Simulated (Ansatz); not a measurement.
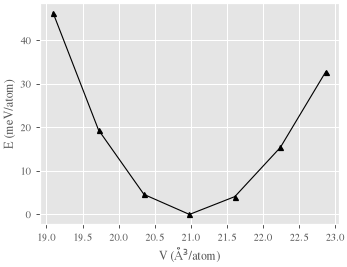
Figure: BiB (wurtzite, P6_3mc) under volume change, the program Ansatz at the PBE level (PAW), shape and atoms relaxed at each volume.

Q: What does a third-order Birch–Murnaghan fit give for V₀, B₀ and B′?

A: V₀ = 20.98 Å³/atom, B₀ = 72.9 GPa, B′ = 4.7.

The cell is a constructed one: a structure type filled with these elements; neither database checked (COD, Materials Project) lists it. Its standing as an ambient phase is unchecked. Symmetry was held in the PBE relaxation; whether a distortion lowers the energy is not shown. Spin–orbit coupling is left out wherever it is not named.

Potentials: the later of the program's two PAW sets.
